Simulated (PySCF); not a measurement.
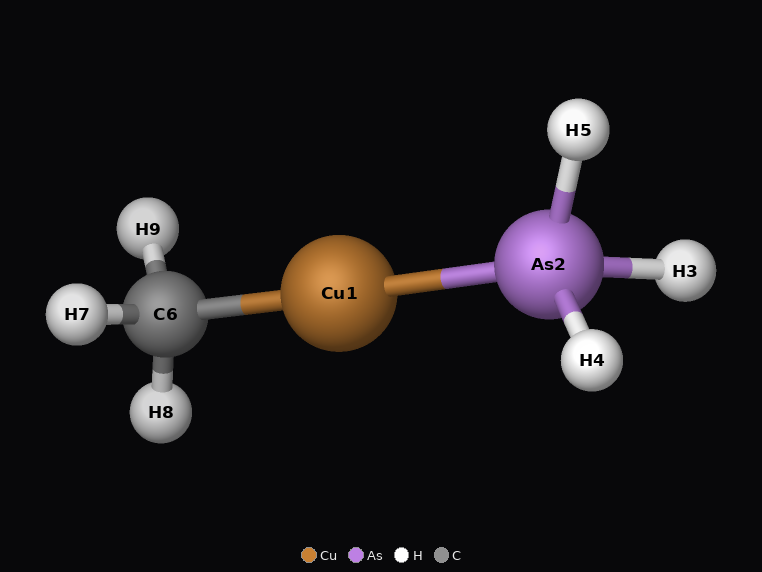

Charge 0, singlet. Computed geometry: PBE0-D3(BJ)/def2-SVP optimisation. No frequency run is at hand to confirm it as a minimum. Method: PBE/pcJ-1 (pcSseg-1 on As) (pcSseg-1 on Cu) indirect spin-spin coupling, non-relativistic, gas phase (PySCF 2.14.0). Isotopes: 13C, 1H.

Give the spin–spin coupling constants of these pairs, with the number of bonds between them: C6/H7, C6/H8, C6/H9, H4/H5, H8/H9, H4/C6.

| pair | bonds apart | J (Hz) |
| --- | --- | --- |
| C6, H7 | 1 | 118.8 |
| C6, H8 | 1 | 119.5 |
| C6, H9 | 1 | 119.2 |
| H4, H5 | 2 | −9.0 |
| H8, H9 | 2 | −11.0 |
| H4, C6 | 3 | 1.5 |
